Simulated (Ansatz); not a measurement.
# F2W2 (charge +1, quartet): what the fields show

```yaml
atoms:
  - { symbol: W, position_ang: [-1.0948, 0.0509, 0.3102] }
  - { symbol: W, position_ang: [1.0950, -0.0509, -0.3105] }
  - { symbol: F, position_ang: [2.0152, 0.4582, 1.1900] }
  - { symbol: F, position_ang: [-2.0154, -0.4582, -1.1898] }
```

Geometry: r2SCAN-D4/def2-TZVP; core potentials replace the inner electrons of W.

Theory: UKS PBE0-D4/def2-TZVP (Ansatz 0.2.0).

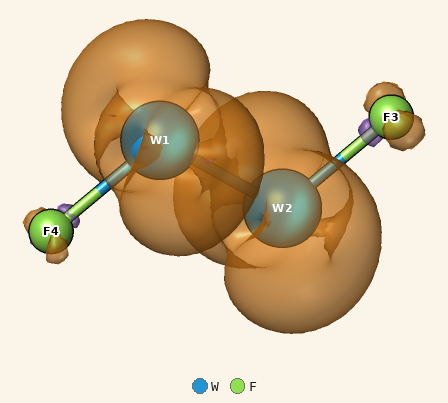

Figure 1. Isosurfaces of the spin density (α minus β) at +0.04 (orange) and −0.04 e/Å³ (purple), seen at a tilt.

Q: Describe the spin distribution.

A: The unpaired spin (3 electrons) lies mostly on W1 (about 1.5) and W2 (about 1.5), in electrons by Hirshfeld's partition.

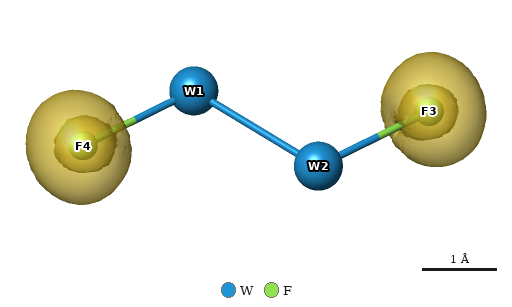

Figure 2. Isosurface of the electron localisation function at 0.75 (yellow), seen at an oblique angle. Only the valence region is drawn (cores and ρ < 0.01 e/Å³ removed).

Q: Where are the electrons localised?

A: The surface consists of two regions wrapped around F (the valence shell of each). Along the contacts the grid gives the following. W–F (1.83 Å): the ELF peaks at about 0.80 in the valence shell of F, 0.5 Å from its nucleus, and drops to about 0.25 between the two atoms. W–W (2.28 Å): the ELF is about 0.35 at the midpoint.

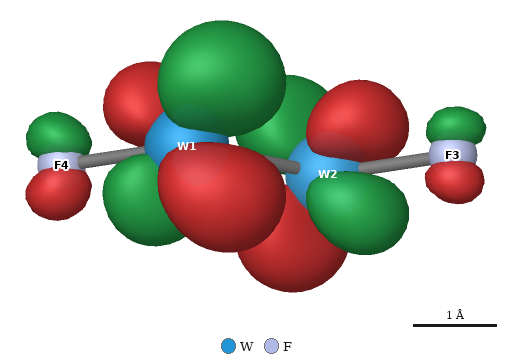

Figure 3. The LUMO (α) at ±0.15 Å⁻³ᐟ² (green and red are the two phases), seen from one side.

Q: Describe this orbital and give its energy.

A: It lies mainly on W1 (about 45 %) and W2 (about 45 %); it is ungerade (odd under inversion). Its energy is −8.99 eV.
